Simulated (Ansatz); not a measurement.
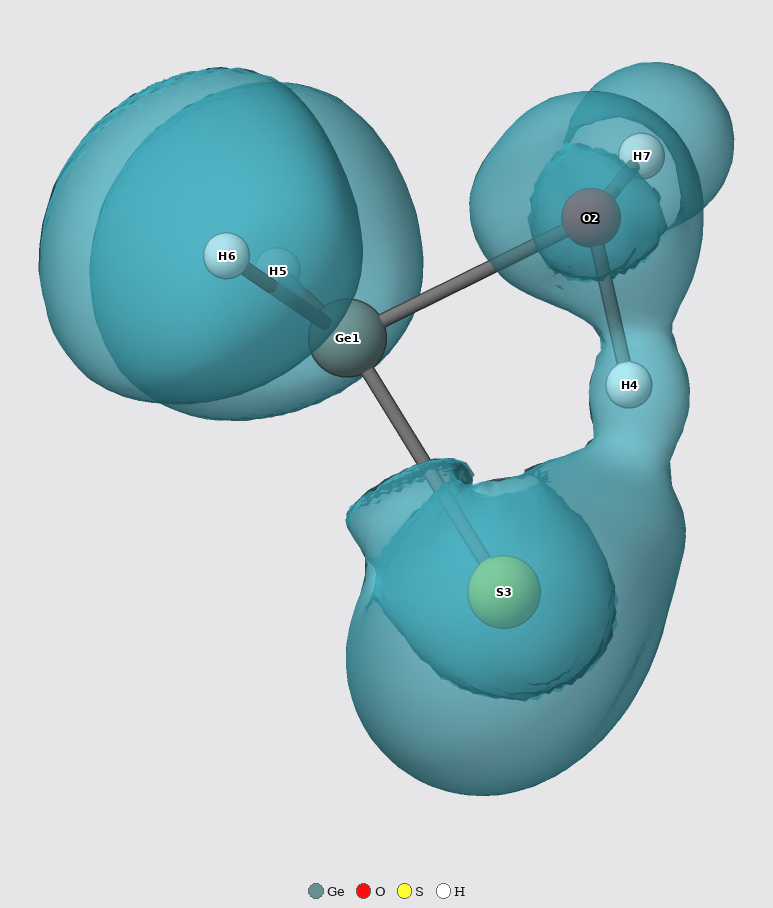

*GeH$_{4}$OS. Isosurface of the electron localisation function at 0.75 (cyan), seen at a tilt. Only the valence region is drawn (cores and ρ < 0.01 e/Å³ removed).*

A transition-state structure; geometry: PBE0-D4/def2-TZVP.

Theory: Ansatz 0.2.0, RKS PBE0-D4/def2-TZVPP.

```xyz
7

Ge   -0.4814    0.1593    0.6312
O     1.0748   -0.0370   -0.5098
S    -1.2234   -1.5038   -0.4705
H     0.3188   -0.8994   -0.9178
H    -0.9779    1.5937    0.3637
H     0.0703    0.0202    2.0575
H     1.2189    0.6669   -1.1543
```

Q: Identify the bonds, lone pairs and shells in this picture.

A: The surface consists of two regions around hydrogen nuclei and one joined region spread over several atoms (O, S), in which their bonds and any lone pairs are merged. Profiles from the grid: Ge–O (1.94 Å): the ELF peaks at about 0.85 in the valence shell of O, 0.6 Å from its nucleus, and is about 0.35 at the midpoint. Ge–S (2.13 Å): the ELF peaks at about 0.80 in the valence shell of S, 0.9 Å from its nucleus, and is about 0.75 at the midpoint.
